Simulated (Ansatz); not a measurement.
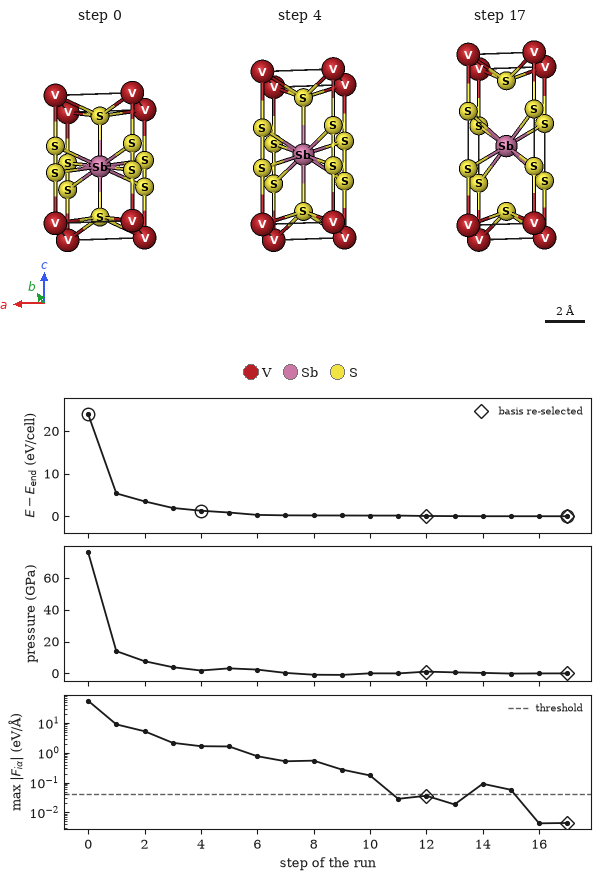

Frames of a relaxation of a crystal of VSbS4 (a generated structure, set up in P4/mmm) (coarse preliminary run), marked on the history of the run. The picture is a ball-and-stick view of the cell of the calculation, seen from a free direction.

All numbers below come from DFT PBE, scalar-relativistic, plane waves, PAW (Ansatz 0.2.0).

Input
```yaml
crystal:
  lattice:
    - [4.0518447, 0.0, 0.0]
    - [0.0, 4.0518447, 0.0]
    - [0.0, 0.0, 6.82409775]
  atoms:
    - { symbol: V, position: [0.0, 0.0, 0.0], spin: 2.0 }
    - { symbol: Sb, position: [0.5, 0.5, 0.5] }
    - { symbol: S, position: [0.0, 0.0, 0.60383803] }
    - { symbol: S, position: [0.5, 0.5, 0.105198] }
    - { symbol: S, position: [0.5, 0.5, 0.894802] }
    - { symbol: S, position: [0.0, 0.0, 0.39616197] }
basis:
  ecutwfc: 420
kpoints:
  mp_grid: { grid: [4, 4, 4] }
hamiltonian:
  xc: pbe
scf:
  occupations: { method: gaussian, width: 0.1 }
  lower_state_search: "off"
output:
  forces: true
  stress: true
  eigenvalues: true
  populations: true
magnetization:
  spin_polarized: true
relax:
  adjacent_minimum: "off"
  f_tol: 0.04
  max_steps: 70
  cell: { stress_tol: 0.4 }
```

Launched with:
```bash
ansatz run input.yaml --threads 1 --pin off --max-ram 2560MiB --backend cpu --events-out ev --progress --plain --runs-dir out
```

Question: What happens along the run?

Answer: Over 15 accepted moves (17 points after the start) the energy falls by 24.003 eV per cell of the calculation. The largest force component goes from 55 to 0.0044 eV/Å. The pressure goes from 76.09 to −0.01 GPa. At 2 points the geometry stayed and the basis and grid were re-selected for the new cell (energy shift of 91.0 meV per cell of the calculation at most each time). The largest moves relative to the cell, 0.58 Å, are those of S3 and S6. S6 goes along −c. V and Sb stay in place. The volume changes by −2.3 %, with a = b 4.052 → 3.466 Å (−14.5 %), c 6.824 → 9.116 Å (+33.6 %). Among the contacts that change: S3–S6 1.417 → 3.062 Å, Sb2–S4 2.694 → 3.484 Å, S4–S5 1.436 → 2.148 Å, V1–S3 2.703 → 3.027 Å. Bonds break: S3–S6 (1.42 → 3.06 Å). Among the angles between lasting bonds that change: Sb2–S6–Sb2 152.2° → 116.0°, V1–S4–V1 151.9° → 132.7°, V1–S6–Sb2 103.9° → 122.0°. The space group stays P4/mmm (No. 123). The run took 2.3 min on 1 thread of Intel(R) Xeon(R) Platinum 8488C (Sapphire Rapids) (shared host), peak memory 0.52 GiB. From step 0 to 4: S atoms move most (0.23 Å), volume +1.6 %, energy −22.702 eV per cell of the calculation. From step 4 to 17: S atoms move most (0.33 Å), volume −3.8 %, energy −1.301 eV per cell of the calculation.

```
step  E − E(0), meV/atom  largest force component, eV/Å  pressure, GPa  volume, Å³/atom                      note
   0                0.00                        55.3963          76.09           18.672                          
   1            -3105.49                         8.9337          14.00           19.854                          
   2            -3417.53                         5.2672           7.68           19.846                          
   3            -3675.56                         2.1534           3.89           19.222                          
   4            -3783.69                         1.6579           1.81           18.967                          
   5            -3855.07                         1.6232           3.16           17.820                          
   6            -3948.20                         0.7656           2.39           17.192                          
   7            -3965.60                         0.5172           0.31           17.255                          
   8            -3969.27                         0.5432          -0.85           17.622                          
   9            -3971.37                         0.2729          -0.95           18.124                          
  10            -3974.37                         0.1734           0.03           17.676                          
  11            -3974.96                         0.0284          -0.02           17.763                          
  12            -3990.12                         0.0360           1.10           17.763  same geometry, new basis
  13            -3996.01                         0.0184           0.65           17.939                          
  14            -4000.21                         0.0910           0.31           18.168                          
  15            -4000.32                         0.0572          -0.12           18.272                          
  16            -4000.41                         0.0043          -0.02           18.248                          
  17            -4000.53                         0.0044          -0.01           18.248  same geometry, new basis
```

Limits of the set-up: the k-point mesh is coarse for a cell with partly filled bands.
